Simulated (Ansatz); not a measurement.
```xyz
3

Pd    1.4250    0.2594    0.1522
Pd   -0.4133   -1.3800   -0.2143
Au   -1.0117    1.1205    0.0621
```

Geometry: PBE-D4/def2-TZVP; core potentials replace the inner electrons of Pd and Au.

Theory: Ansatz, UKS PBE0-D4/def2-TZVP.

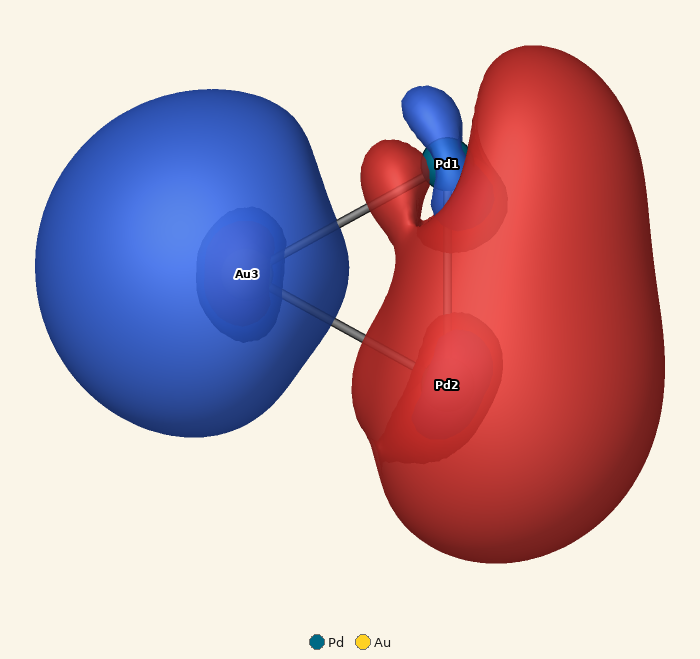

AuPd$_{2}$ (charge +1, triplet). The LUMO (α) at ±0.06 Å⁻³ᐟ² (blue and red are the two phases), seen across its widest extent.

Q: Describe this orbital and give its energy.

A: It lies mainly on Au3 (about 45 %), Pd1 (about 30 %) and Pd2 (about 30 %). Its energy is −7.84 eV.
